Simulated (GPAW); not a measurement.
## CrClO (Pmmn): the O K absorption edge

What does one-electron theory with a core hole give for the O K edge of CrClO (Pmmn)?

Main program and level: GPAW 26.7.0; X-ray absorption from dipole matrix elements to empty bands, plane-wave PAW LDA+U.

## Step 1: Starting point

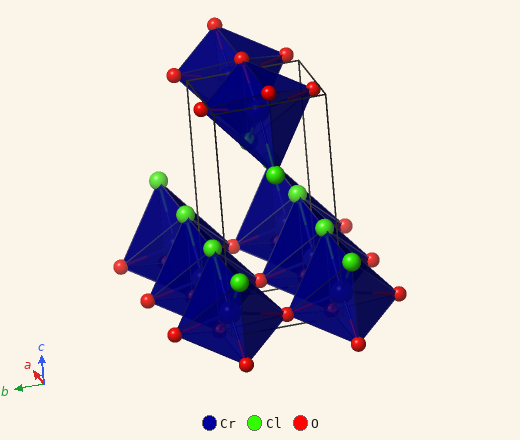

Start, viewed from a free direction; chromium blue, chlorine green, oxygen red. 2×1×1 cells are drawn. Some periodic images of atoms are drawn too.

As a file:

```cif
data_structure
_symmetry_space_group_name_H-M 'Pmmn:1'
_symmetry_Int_Tables_number 59
_cell_length_a 3.1901
_cell_length_b 3.8666
_cell_length_c 7.9525
_cell_angle_alpha 90.000
_cell_angle_beta 90.000
_cell_angle_gamma 90.000
_cell_volume 98.09
loop_
_atom_site_label
_atom_site_type_symbol
_atom_site_symmetry_multiplicity
_atom_site_Wyckoff_symbol
_atom_site_fract_x
_atom_site_fract_y
_atom_site_fract_z
_atom_site_occupancy
Cr1 Cr 2 a 0.50000 0.50000 0.89396 1
Cl1 Cl 2 b 0.50000 0.00000 0.31858 1
O1 O 2 b 0.00000 0.50000 0.05218 1
```

## Step 2: The field without a hole

A plain self-consistent run shows whether there is a gap and which moments survive; both decide the set-up of the core-hole run.

scf.py

```python
import numpy as np
from ase import Atoms
from ase.parallel import parprint, paropen
from gpaw import GPAW, PW, FermiDirac, Mixer, MixerDif, setup_paths
from gpaw.test import gen
setup_paths.insert(0, '.')
gen('O', name='nch1s', xcname='LDA', corehole=(1, 0, 0), write_xml=True)
from gpaw.mpi import world
world.barrier()

atoms = Atoms('Cr2Cl2O2',
    cell=[[3.19007562, 0, 0],
     [0, 3.86656054, 0],
     [0, 0, 7.95246044]],
    scaled_positions=[[0.5, 0.5, 0.89395968],
     [0, 0, 0.10604032],
     [0.5, 0, 0.31857806],
     [0, 0.5, 0.68142194],
     [0, 0.5, 0.0521821],
     [0.5, 0, 0.9478179]],
    magmoms=[3.0, -3.0, 0.0, 0.0, 0.0, 0.0],
    pbc=True)
atoms.calc = calc = GPAW(legacy_gpaw=True, mode=PW(500, force_complex_dtype=True), xc='LDA', setups={'Cr': ':d,3.7', 4: 'nch1s'},
    kpts={'size': (6, 5, 3), 'gamma': True}, occupations=FermiDirac(0.05),
    charge=0, mixer=MixerDif(0.05, 8, 50), maxiter=150,
    convergence={'density': 0.0001, 'eigenstates': 1e-6}, txt='scf.txt')
energy = atoms.get_potential_energy() + calc.get_reference_energy()
ef = calc.get_fermi_level()
out = dict(energy=energy, fermi=ef, forces=atoms.get_forces().tolist(), magmoms=atoms.get_magnetic_moments().tolist())
parprint(f'all-electron energy {energy:.4f} eV, Fermi level {ef:.4f} eV')
ev = np.array([[calc.get_eigenvalues(k, s) for k in range(len(calc.get_ibz_k_points()))] for s in range(calc.get_number_of_spins())])
out['homo'], out['lumo'], out['counts'] = ev[ev < ef].max(), ev[ev > ef].min(), sorted(set((ev < ef).sum((0, 2)).tolist()))
out['filled'] = (ev[:, 0] < ef).sum(1).tolist()
import json
with paropen('out.json', 'w') as f:
    json.dump(out, f)
```

On the command line:

```
> OMP_NUM_THREADS=1 mpirun -n 4 gpaw python scf.py
```

Numbers of over 12 decimals in the logs are rounded to 6 here.

Log:

```text
Input parameters:
  convergence: {density: 0.0001,
                eigenstates: 1e-06}
  kpts: {gamma: True,
         size: (6, 5, 3)}
  maxiter: 150
  mixer: {backend: pulay,
          beta: 0.05,
          method: difference,
          nmaxold: 8,
          weight: 50}
  mode: {ecut: 500.0,
         force_complex_dtype: True,
         name: pw}
  occupations: {fixmagmom: False,
                name: fermi-dirac,
                width: 0.05}
  setups: {4: nch1s,
           Cr: :d,3.7}

Initialize ...

[... PAW data sets ...]

Reference energy: -86147.442127  # eV

Spin-polarized calculation.
Initial magnetic moment: 0.000000

[... convergence settings ...]
Symmetries present (total): 4
  [... symmetry matrices ...]

90 k-points: 6 x 5 x 3 Monkhorst-Pack grid + [1/12,0.000000,0.000000]
24 k-points in the irreducible part of the Brillouin zone
       k-points in crystal coordinates                weights
   0:     0.00000000    0.00000000    0.00000000          1/90
   1:     0.00000000    0.00000000    0.33333333          2/90
   2:     0.00000000    0.20000000    0.00000000          2/90
   3:     0.00000000    0.20000000    0.33333333          4/90
   4:     0.00000000    0.40000000    0.00000000          2/90
   5:     0.00000000    0.40000000    0.33333333          4/90
   6:     0.16666667    0.00000000    0.00000000          2/90
   7:     0.16666667    0.00000000    0.33333333          4/90
   8:     0.16666667    0.20000000    0.00000000          4/90
   9:     0.16666667    0.20000000    0.33333333          8/90
          ...
  23:     0.50000000    0.40000000    0.33333333          4/90

Wave functions: Plane wave expansion
  Cutoff energy: 500.000 eV
  Number of coefficients (min, max): 2467, 2512
  Pulay-stress correction: 0.000000 eV/Ang^3 (de/decut=0.000000)
  Using FFTW library
  Wavefunction extrapolation:
    Improved wavefunction reuse through dual PAW basis

Occupation numbers: Fermi-Dirac:
  width: 0.0500  # eV

Eigensolver
   Davidson(niter=2)

Densities:
  Coarse grid: 18*20*42 grid
  Fine grid: 36*40*84 grid
  Total Charge: 0.000000

Density mixing:
  Method: difference
  Backend: pulay
  Linear mixing parameter: 0.05
  old densities: 8
  Width of damping distribution: 1.1
  Damping of long wavelength oscillations: 50

[... Hamiltonian set-up ...]
Number of atoms: 6
Number of atomic orbitals: 34
Number of bands in calculation: 27
Number of valence electrons: 38
Bands to converge: occupied

... initialized

Initializing position-dependent things.

Density initialized from atomic densities
Creating initial wave functions:
  27 bands from LCAO basis set

Positions:
   0 Cr     1.595038    1.933280    7.109179    ( 0.0000,  0.0000,  3.0000)
   1 Cr     0.000000    0.000000    0.843281    ( 0.0000,  0.0000, -3.0000)
   2 Cl     1.595038    0.000000    2.533479    ( 0.0000,  0.0000,  0.0000)
   3 Cl     0.000000    1.933280    5.418981    ( 0.0000,  0.0000,  0.0000)
   4 O      0.000000    1.933280    0.414976    ( 0.0000,  0.0000,  0.0000)
   5 O      1.595038    0.000000    7.537484    ( 0.0000,  0.0000,  0.0000)

Unit cell:
           periodic     x           y           z      points  spacing
  1. axis:    yes    3.190076    0.000000    0.000000    18     0.1772
  2. axis:    yes    0.000000    3.866561    0.000000    20     0.1933
  3. axis:    yes    0.000000    0.000000    7.952460    42     0.1893

  Lengths:   3.190076   3.866561   7.952460
  Angles:   90.000000  90.000000  90.000000

Effective grid spacing dv^(1/3) = 0.1865

iter:   1   -41.862541                   +0.0000
iter:   2   -43.732498   -0.50  -1.07    -0.0000
iter:   3   -43.111882   -0.64  -1.10    -0.0000
iter:   4   -43.090211   -0.92  -1.27    -0.0000
iter:   5   -43.149652   -1.67  -1.38    +0.0000
iter:   6   -43.398330   -1.68  -1.49    -0.0000
iter:   7   -43.426542   -1.49  -1.82    -0.0000
iter:   8   -43.403003   -2.39  -1.87    -0.0000
iter:   9   -43.375919   -2.62  -2.02    -0.0000
iter:  10   -43.360779   -2.52  -2.26    -0.0000
iter:  11   -43.360583c  -3.12  -2.59    -0.0000
iter:  12   -43.361132c  -3.51  -3.00    -0.0000
iter:  13   -43.361945c  -3.73  -2.94    -0.0000
iter:  14   -43.362274c  -3.90  -3.00    -0.0000
iter:  15   -43.362403c  -4.14  -3.13    -0.0000
iter:  16   -43.362350c  -3.95  -3.14    -0.0000
iter:  17   -43.362402c  -4.36  -3.44    +0.0000
[...]
iter:  21   -43.362532c  -4.73  -3.40    -0.0000
iter:  22   -43.362483c  -4.79  -3.36    -0.0000
iter:  23   -43.362484c  -4.76  -3.77    -0.0000
iter:  24   -43.362493c  -5.02  -4.10c   -0.0000
iter:  25   -43.362502c  -5.19  -4.26c   -0.0000
iter:  26   -43.362504c  -5.32  -4.12c   +0.0000
iter:  27   -43.362510c  -5.40  -4.20c   +0.0000
iter:  28   -43.362513c  -5.55  -4.17c   +0.0000
iter:  29   -43.362514c  -5.75  -4.15c   -0.0000
iter:  30   -43.362513c  -5.96  -4.16c   +0.0000
iter:  31   -43.362517c  -5.99  -4.17c   +0.0000
iter:  32   -43.362517c  -6.10c -4.14c   +0.0000

Converged after 32 iterations.

Dipole moment: (0.000000, 0.000000, 0.000000) |e|*Ang

Total magnetic moment: (0.000000, 0.000000, 0.000000)
Local magnetic moments:
   0 Cr ( 0.000000,  0.000000,  2.858728)
   1 Cr ( 0.000000,  0.000000, -2.858728)
   2 Cl ( 0.000000,  0.000000,  0.018043)
   3 Cl ( 0.000000,  0.000000, -0.018043)
   4 O  ( 0.000000,  0.000000, -0.010787)
   5 O  ( 0.000000,  0.000000,  0.010787)

Energy contributions relative to reference atoms: (reference = -86147.442127)

Kinetic:         +9.471925
Potential:      -18.816824
External:        +0.000000
XC:             -34.295029
Entropy (-ST):   -0.000000
Local:           +0.277412
SIC:             +0.000000
--------------------------
Free energy:    -43.362517
Extrapolated:   -43.362517

Spin contamination: 3.228462 electrons
Showing only first 2 kpts
                      Up                     Down
 Kpt  Band  Eigenvalues  Occupancy  Eigenvalues  Occupancy
  0    17      2.00109    1.00000      2.00109    1.00000
  0    18      2.50841    1.00000      2.50841    1.00000
  0    19      5.39805    0.00000      5.39805    0.00000
  0    20      6.03430    0.00000      6.03430    0.00000

  1    17      1.94289    1.00000      1.94289    1.00000
  1    18      2.50027    1.00000      2.50027    1.00000
  1    19      5.38422    0.00000      5.38422    0.00000
  1    20      6.04114    0.00000      6.04114    0.00000

Fermi level: 3.80853

Gap: 2.802 eV
Transition (v -> c):
  (s=0, k=0, n=18, [0.00, 0.00, 0.00]) -> (s=0, k=12, n=19, [0.33, 0.00, 0.00])
Direct/indirect transitions are different
Direct gap: 2.884 eV
Transition at: (s=0->1, k=1, n=18, [0.00, 0.00, 0.33])

Forces in eV/Ang:
  0 Cr    0.00000    0.00000    0.23326
  1 Cr    0.00000    0.00000   -0.23326
  2 Cl    0.00000    0.00000   -0.08261
  3 Cl    0.00000    0.00000    0.08261
  4 O     0.00000    0.00000   -0.08193
  5 O     0.00000    0.00000    0.08193
Scalar-relativistic atomic LDA calculation for O (Oxygen, Z=8)
Core hole in 1s state (1s occupation: 2.0)
300 radial gridpoints.
|------------------------------------------------|
|------------------------------------------------|
[... the atom generator's iteration count ...]

Energy contributions:
-------------------------
Kinetic:      +74.266897
XC:            -7.772280
Potential:   -141.018865
-------------------------
Total:        -74.524248

state      eigenvalue         ekin         rmax
-----------------------------------------------
1s^2.0 :   -18.772897    28.821965        0.130
2s^2.0 :    -0.872866     3.204810        0.874
2p^4.0 :    -0.337925     2.553337        0.813
-----------------------------------------------
(units: Bohr and Hartree)

Generating PAW setup
Kinetic energy of the core from tauc = 57.689706
Cutoffs:
rc(s)=1.300
rc(p)=1.130
rc(d)=1.170
rc(vbar)=1.300
rc(comp)=1.260
rc(nct)=1.300

Kinetic energy of the core states: 57.643930
Charge: 0.0
Core electrons: 2.0
Valence electrons: 6.0
Pseudo-core charge: 0.000776
Shape function alpha=6.299
Pseudo-electron charge 5.666261
state    eigenvalue         norm
--------------------------------
2s(2) :    -0.872866     1.079797
*s    :     0.127134
2p(4) :    -0.337925     0.876472
*p    :     0.662075
*d    :     0.000000
--------------------------------

Diagonalizing with gridspacing h=0.050

state   all-electron     PAW
-------------------------------
2s:      -0.872866    -0.873954
2p:      -0.337925    -0.341740
*d:                    0.050276
*f:                    0.077289
-------------------------------
all-electron energy -86190.8046 eV, Fermi level 3.8085 eV
```

Elapsed: 27 s, on 4 MPI ranks of Intel Xeon Platinum 8488C (Sapphire Rapids), shared host; peak memory 0.26 GiB.

The mesh shows a gap of 2.80 eV, so the hole is first treated in a charged cell, without the excited electron.

Site moments (μB): 2.86, -2.86, 0.02, -0.02, -0.01, 0.01.

## Step 3: Spectrum without a core hole, O atom 5

Without a hole the spectrum is the empty density of states of the right symmetry on the absorber, weighted by matrix elements. It needs only the small cell and serves as the baseline. The data set with a hole of occupation 0 only carries the core orbital.

The absorber has 2 Cr at 1.98 Å and 2 Cr at 2.03 Å (4-fold, site symmetry mm2).

xas.py

```python
import numpy as np
from ase import Atoms
from ase.parallel import parprint, paropen
from gpaw import GPAW, PW, FermiDirac, Mixer, MixerDif, setup_paths
from gpaw.test import gen
setup_paths.insert(0, '.')
gen('O', name='nch1s', xcname='LDA', corehole=(1, 0, 0), write_xml=True)
from gpaw.mpi import world
world.barrier()

atoms = Atoms('Cr2Cl2O2',
    cell=[[3.19007562, 0, 0],
     [0, 3.86656054, 0],
     [0, 0, 7.95246044]],
    scaled_positions=[[0.5, 0.5, 0.89395968],
     [0, 0, 0.10604032],
     [0.5, 0, 0.31857806],
     [0, 0.5, 0.68142194],
     [0, 0.5, 0.0521821],
     [0.5, 0, 0.9478179]],
    magmoms=[3.0, -3.0, 0.0, 0.0, 0.0, 0.0],
    pbc=True)
atoms.calc = calc = GPAW(legacy_gpaw=True, mode=PW(500, force_complex_dtype=True), xc='LDA', setups={'Cr': ':d,3.7', 4: 'nch1s'},
    kpts={'size': (6, 5, 3), 'gamma': True}, occupations=FermiDirac(0.02),
    charge=0, mixer=MixerDif(0.05, 8, 50), maxiter=150,
    convergence={'density': 0.0001, 'eigenstates': 1e-6}, txt='scf.txt')
energy = atoms.get_potential_energy() + calc.get_reference_energy()
ef = calc.get_fermi_level()
out = dict(energy=energy, fermi=ef, forces=atoms.get_forces().tolist(), magmoms=atoms.get_magnetic_moments().tolist())
parprint(f'all-electron energy {energy:.4f} eV, Fermi level {ef:.4f} eV')
ev = np.array([[calc.get_eigenvalues(k, s) for k in range(len(calc.get_ibz_k_points()))] for s in range(calc.get_number_of_spins())])
out['homo'], out['lumo'], out['counts'] = ev[ev < ef].max(), ev[ev > ef].min(), sorted(set((ev < ef).sum((0, 2)).tolist()))
out['filled'] = (ev[:, 0] < ef).sum(1).tolist()

from ase.units import Ha
from gpaw.xas import dipole_matrix_elements
nb = int(calc.get_number_of_electrons() / 2) + 71
top, nb = nb, nb + 8 + nb // 12
nscf = calc.fixed_density(kpts={'size': (5, 4, 2), 'gamma': True}, nbands=nb,
    convergence={'bands': top, 'eigenstates': 5e-3}, maxiter=60, txt='nscf.txt')
cell = atoms.cell.array
ops = [cell.T @ U.T @ np.linalg.inv(cell.T) for U in nscf.wfs.kd.symmetry.op_scc]
filled = [19, 19]  # bands filled in the ground state, by spin
E = np.arange(-25, 34, 0.1)
fwhm = np.interp(E, [4, 25], [0.9, 3.5])
Y, X, zero, highest = 0, 0, 1e9, 1e9
for spin in range(nscf.get_number_of_spins()):
    wfs = nscf.wfs
    mine = wfs.bd.get_slice()  # this rank's bands
    A = dipole_matrix_elements(wfs.setups[4])
    eps = np.zeros((wfs.kd.nibzkpts, nb))
    d = np.zeros((3, A.shape[1], wfs.kd.nibzkpts, nb), complex)
    for kpt in wfs.kpt_u:
        if kpt.s == spin and 4 in kpt.P_ani:
            eps[kpt.k, mine] = kpt.eps_n * Ha
            d[:, :, kpt.k, mine] = (kpt.weight * wfs.nspins / 2) ** 0.5 * np.inner(A, kpt.P_ani[4])
    world.sum(eps)
    world.sum(d)
    T = np.einsum('amkn,bmkn->abkn', d, d.conj()).real
    T = sum(np.einsum('ai,ijkn,bj->abkn', R, T, R) for R in ops) / len(ops)
    empty = np.ones_like(eps, bool) & (np.arange(nb) >= filled[spin])
    zero, highest = min(zero, eps[empty].min()), min(highest, eps[:, top - 1].min())
    lines = [(eps, T, empty)] if spin == 0 else lines + [(eps, T, empty)]
for eps, T, empty in lines:
    f = np.einsum('aakn->akn', T).reshape(3, -1)
    x = eps.ravel() - zero
    w = np.interp(x, E, fwhm) / 2.35482
    g = np.exp(-0.5 * ((E[:, None] - x) / w) ** 2) / (w * (2 * np.pi) ** 0.5)
    Y = Y + (f * empty.ravel()) @ g.T
    X = X + (f * ~empty.ravel()) @ g.T
out.update(E=E.round(2).tolist(), xas=Y.tolist(), xes=X.tolist(), zero=zero, valid=highest - zero, nk=len(eps), nb=nb)
for i in range(0, len(E), 10):
    parprint(f'{E[i]:7.2f}', *(f'{v:10.3e}' for v in Y[:, i]))
import json
with paropen('out.json', 'w') as f:
    json.dump(out, f)
```

On the command line:

```
> OMP_NUM_THREADS=1 mpirun -n 4 gpaw python xas.py
```

Log:

```text
Input parameters:
  convergence: {density: 0.0001,
                eigenstates: 1e-06}
  kpts: {gamma: True,
         size: (6, 5, 3)}
  maxiter: 150
  mixer: {backend: pulay,
          beta: 0.05,
          method: difference,
          nmaxold: 8,
          weight: 50}
  mode: {ecut: 500.0,
         force_complex_dtype: True,
         name: pw}
  occupations: {fixmagmom: False,
                name: fermi-dirac,
[...]
2s:      -0.872866    -0.873954
2p:      -0.337925    -0.341740
*d:                    0.050276
*f:                    0.077289
-------------------------------
all-electron energy -86190.8046 eV, Fermi level 3.1492 eV
 -25.00 3.999e-252 1.109e-252 2.959e-252
 -24.00 2.270e-242 6.330e-243 1.727e-242
 -23.00 8.244e-233 2.308e-233 6.421e-233
 -22.00 1.916e-223 5.381e-224 1.522e-223
[...]
32.00  1.642e-04  1.104e-04  1.040e-04
  33.00  1.633e-04  1.279e-04  1.194e-04
[key lines of the parts left out:]
Converged after 43 iterations.
Dipole moment: (0.000000, -0.000000, 0.000000) |e|*Ang
Free energy:    -43.362513
Fermi level: 3.14918
```

Run time: 53 s. Hardware: 4 MPI ranks; peak memory 0.36 GiB.

The O K spectrum, O atom 5, no core hole (energy from the lowest empty level; intensity scaled to a mean of 1 over the first 20 eV; polarised curves are means over the symmetry-equivalent atoms):

| E (eV) | isotropic | ε ∥ x | ε ∥ y | ε ∥ z |
| --- | --- | --- | --- | --- |
| -2.0 | 0.00 | 0.00 | 0.00 | 0.00 |
| -0.5 | 0.16 | 0.12 | 0.02 | 0.33 |
| 1.0 | 1.55 | 1.65 | 2.03 | 0.97 |
| 2.5 | 1.77 | 2.45 | 0.79 | 2.06 |
| 4.0 | 0.34 | 0.35 | 0.45 | 0.21 |
| 5.5 | 0.52 | 0.53 | 0.42 | 0.61 |
| 7.0 | 0.93 | 0.71 | 1.15 | 0.94 |
| 8.5 | 1.19 | 1.25 | 1.21 | 1.13 |
| 10.0 | 1.47 | 1.10 | 1.37 | 1.95 |
| 11.5 | 1.02 | 1.15 | 1.11 | 0.80 |
| 13.0 | 1.12 | 1.79 | 1.11 | 0.46 |
| 14.5 | 0.86 | 0.92 | 1.19 | 0.48 |
| 16.0 | 0.75 | 0.47 | 1.17 | 0.61 |
| 17.5 | 0.82 | 0.57 | 1.14 | 0.75 |
| 19.0 | 0.82 | 0.65 | 0.86 | 0.94 |
| 20.5 | 0.72 | 0.67 | 0.54 | 0.96 |
| 22.0 | 0.59 | 0.60 | 0.39 | 0.78 |
| 23.5 | 0.50 | 0.55 | 0.33 | 0.63 |
| 25.0 | 0.48 | 0.53 | 0.31 | 0.60 |
| 26.5 | 0.47 | 0.47 | 0.32 | 0.62 |
| 28.0 | 0.47 | 0.47 | 0.37 | 0.56 |
| 29.5 | 0.52 | 0.63 | 0.45 | 0.48 |
| 31.0 | 0.61 | 0.83 | 0.52 | 0.49 |

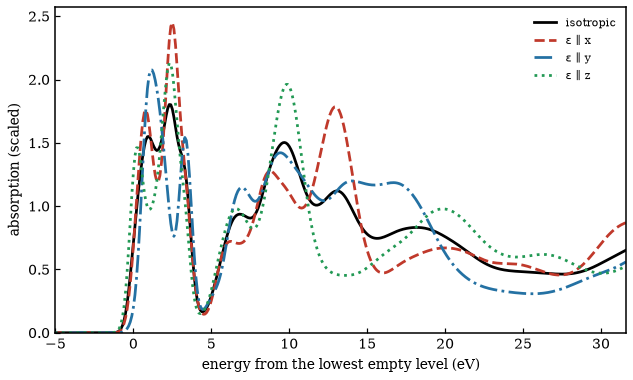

The O K edge, O atom 5, no core hole: main maxima at 1.0, 2.3 and 9.7 eV.

Main maxima below 24 eV (height): 1.0 eV (1.55), 2.3 eV (1.80), 9.7 eV (1.50), 13.1 eV (1.12) and 18.2 eV (0.83). A K edge sees empty p states; the first features are O p mixed into the empty d states of the Cr neighbours, and the broad ones above probably into the cations' higher empty bands.

The same matrix elements for filled bands give the O K emission of O atom 5 (ground-state approximation; energy from the lowest empty level, largest value 1):

| E (eV) | emission |
| --- | --- |
| -24.0 | 0.00 |
| -22.5 | 0.00 |
| -21.0 | 0.00 |
| -19.5 | 0.00 |
| -18.0 | 0.00 |
| -16.5 | 0.00 |
| -15.0 | 0.00 |
| -13.5 | 0.00 |
| -12.0 | 0.00 |
| -10.5 | 0.00 |
| -9.0 | 0.12 |
| -7.5 | 0.62 |
| -6.0 | 0.72 |
| -4.5 | 0.96 |
| -3.0 | 0.24 |
| -1.5 | 0.00 |
| 0.0 | 0.00 |
| 1.5 | 0.00 |
| 3.0 | 0.00 |

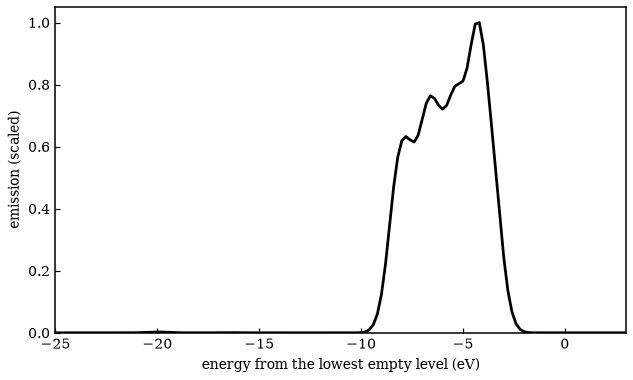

X-ray emission from the filled bands.

Emission maxima: -4.2 eV (1.00).

(Continued in part 2 of 3.)

[Banner, clock and machine lines of the logs are left out without a mark of their own.]

[Logs are printed without paths, hosts, clocks, repeated set-up lines and the standing remarks that a program may print on its own settings, such as how far it seeks lower states.]

[Hosts, paths, dates, database ids (printed as entryN), source tags and the programs' standing remarks are cut or masked in the printed files.]

[Lists of maxima count a maximum above −3 eV only where it reaches 4 % of the highest in the window and stands out from its surroundings by 2 % of it (1.5 % where it reaches 55 %); shoulders and weaker maxima are passed over, and of the rest the first, up to two pre-edge ones and the few strongest are named.]
